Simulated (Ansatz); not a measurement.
The reference is CdS in the zinc blende structure (space group F-43m, No. 216; a = 5.927 Å).

Perturbation: an isotropic linear strain of −0.73 %, atoms relaxed at fixed cell.

The values are results of PBE (Ansatz, a program for electronic structure, PAW, no spin-orbit coupling), earlier PAW set, not measurements.

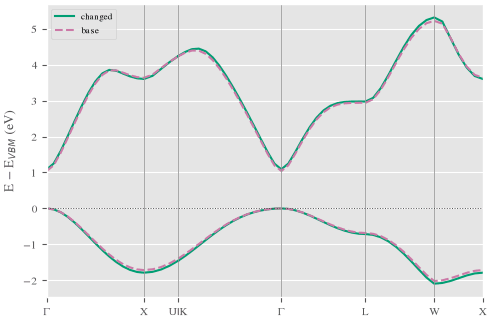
Figure. Highest valence and lowest conduction band along the path, each from its own valence-band maximum

Q: Read the changed gap and its character from the plot.

A: About 1.1 eV, direct at Γ.

Stability against distortions was not tested.
